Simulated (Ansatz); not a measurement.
Partial pair distribution functions of a relaxed model of amorphous Hf$_{6}$Si$_{18}$O$_{48}$, broadened by 0.06 Å; density 3.59 g/cm³. Method: PBE, scalar-relativistic without spin-orbit coupling (plane waves to 420 eV, PAW; Ansatz, an electronic-structure program).

It comes from a melt-quench run on a machine-learned potential (CHGNet), relaxed afterwards by DFT. O atoms were pushed apart under 1.9 Å during the dynamics, to hinder bonds among them. The hot cell started wider than the set density and was brought back towards it in steps. It is the lowest in DFT energy of 2 quenches. It is a model cell: composition and starting density were chosen by hand, and all elements were melted together. No dispersion term was used. Its density started from a set value of 3.86 and ended at 3.59 g/cm³. The quench (nominally 240 K/ps over its main leg) was far faster than any real one, so the model tends to hold more defects than a real film. Values belong to this one cell and scatter from quench to quench. The volume was free in the relaxation, at fixed shape. Stress components on the final sampling reach 2.0 GPa. Cycles of charging lowered its energy after that relaxation.

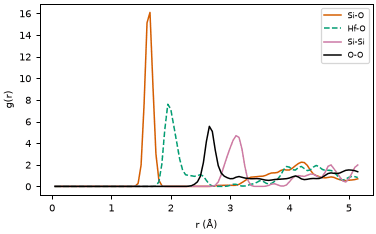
Fig. 1. Partial pair distribution functions

Highest peaks under 4.5 Å: Si-O near 1.65 Å, Hf-O near 1.95 Å, Si-Si near 3.10 Å, O-O near 2.65 Å; pairs of few atoms are noisy.

Within 1.90 Å each Si has 4.00 O neighbours on average.
